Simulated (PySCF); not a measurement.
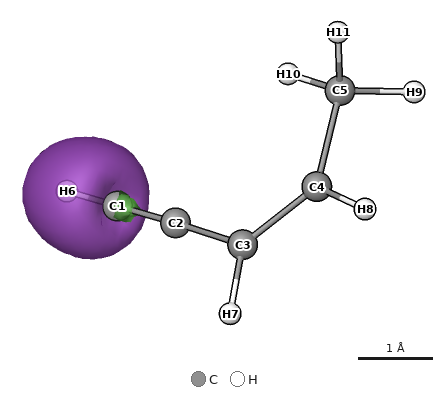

C5H6, SMILES `C#C/C=C\C`. Foster–Boys orbitals, occupied; each surface holds about 70 % of the orbital's density. Energies are diagonal elements of the Fock matrix.

PySCF calculation, B3LYP/6-311G**, gas phase; geometry: GFN2-xTB. No frequency check shows the geometry to be a minimum.

The calculation's input:

```python
import numpy as np
from pyscf import gto, scf, dft, lo
from pyscf.data.elements import chemcore

def solve(mol, dm0=None, hcore=None):
    mf = (dft.UKS if mol.spin else dft.RKS)(mol, xc='b3lyp')
    mf.grids.level = 3
    mf = mf.density_fit(auxbasis='def2-universal-jkfit')
    mf.conv_tol, mf.max_cycle = 1e-8, 80
    if hcore is not None:
        mf.get_hcore = lambda *args: hcore
    mf.kernel(dm0)
    if not mf.converged:
        mf = mf.newton().run(mf.mo_coeff, mf.mo_occ, max_cycle=30)
    assert mf.converged, 'SCF not converged'
    return mf

mol = gto.M(atom='''
C     -2.18025     0.51986    -0.00033
C     -1.19193    -0.16301     0.00031
C     -0.05000    -0.99118     0.00011
C      1.20234    -0.53738    -0.00019
C      1.58547     0.90225     0.00106
H     -3.04118     1.11897    -0.00075
H     -0.25436    -2.05471    -0.00011
H      2.02135    -1.24472    -0.00116
H      2.18622     1.13174    -0.88347
H      0.70283     1.53704     0.00475
H      2.19141     1.12843     0.87497
''', basis='6-311g**', charge=0, spin=0, verbose=4)
mf = solve(mol)
occ_all = mf.mo_coeff[:, mf.mo_occ > 0]
occ = occ_all[:, chemcore(mol):]
bo = lo.Boys(mol, occ)
loc = bo.kernel()
for _ in range(5):
    new, stable = bo.stability(return_status=True)
    if stable:
        break
    loc = bo.kernel(new)
fock, s = mf.get_fock(), mf.get_ovlp()
ortho = lo.orth_ao(mol, 'meta_lowdin')
labels = mol.ao_labels(fmt=None)
vir = loc[:, :0]
both = np.hstack([loc, vir])
p = (ortho.T @ s @ both) ** 2
pop = np.array([p[[l[0] == a for l in labels]].sum(0) for a in range(mol.natm)])
spd = np.array([[p[[l[0] == a and l[2][-1] == k for l in labels]].sum(0) for k in 'spd'] for a in range(mol.natm)])
eps = np.einsum('pi,pq,qi->i', both, fock, both)
for i in np.argsort(eps):
    top = np.argsort(-pop[:, i])[:3]
    print('%3d %s %9.4f Eh ' % (i + 1, 'occ' if i < loc.shape[1] else 'vir', eps[i]), '  '.join('%s%d %.3f' % (mol.atom_symbol(a), a + 1, pop[a, i]) for a in top))
np.savez('result.npz', c=both, nocc=loc.shape[1], pop=pop, spd=spd, eps=eps, e=mf.e_tot)
```

Run with:

```sh
OMP_NUM_THREADS=1 python input.py
```

The run took 15 s on 1 thread of Arm Neoverse V2 (shared host), peak memory 0.5 GiB.

### What does this orbital represent?

σ bond C1–H6 (C1 58 %, H6 41 %; −15.0 eV).

### How do all the valence pairs divide up?

13 pairs: 8 σ bonds and 5 bent bonds.
